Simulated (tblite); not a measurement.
Potential energy surface of O2Si, singlet: map of symmetric stretch and bend. Scanned: Si-O bond length and O-Si-O angle.

Cartesian coordinates as functions of the variables (Å; names that start with a are angles):
```
Si  0  0  0
O  r*sin(a/2)  0  r*cos(a/2)
O  -r*sin(a/2)  0  r*cos(a/2)
```

Calculation: GFN2-xTB, 300 K electronic temperature (tblite).

Energy in kJ/mol above the lowest grid point; x is the Si-O bond length (Å), y the O-Si-O angle (°).

```
y \ x     1.28   1.38   1.45   1.53   1.61   1.68   1.76   1.83   1.91   1.98   2.04
------  ------  -----  -----  -----  -----  -----  -----  -----  -----  -----  -----
180      629.7  120.7    4.0    0.0   73.0  170.7  301.2  422.0  560.6  678.5  775.2
173.95   632.0  122.8    6.0    1.9   74.8  172.3  302.7  423.5  562.0  679.7  776.4
165.32   643.2  133.0   15.6   10.9   83.3  180.4  310.2  430.5  568.4  685.5  781.7
156.68   663.7  151.5   32.9   27.2   98.6  194.8  323.6  443.0  579.7  695.9  791.3
148.04   693.6  178.1   57.8   50.3  120.1  215.0  342.3  460.4  595.5  710.3  804.4
139.41   733.4  212.9   90.0   79.9  147.5  240.5  365.8  482.0  615.1  727.9  820.4
130.77   784.5  256.6  129.8  116.0  180.4  271.0  393.5  507.4  637.8  748.3  838.8
122.14   849.3  310.6  178.1  159.1  219.2  306.3  425.2  536.1  663.2  770.9  858.9
113.50   932.6  378.2  237.5  211.0  264.8  347.2  461.4  568.5  691.4  795.6  880.5
104.86  1043.0  465.1  312.3  274.8  319.8  395.7  503.4  605.3  722.8  822.4  903.6
96.23   1195.3  582.1  411.0  357.1  389.0  455.5  553.9  648.7  758.9  852.5  928.7
85      1464.9  802.0  597.2  510.1  514.7  560.9  639.4  718.6  812.3  892.5  957.7
```

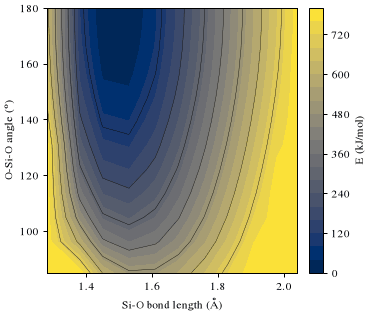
*Energy surface, cut off at 787 kJ/mol.*

Points that lie below all their neighbours on the grid: x = 1.53, y = 180 on the edge of the grid (0.0 kJ/mol).
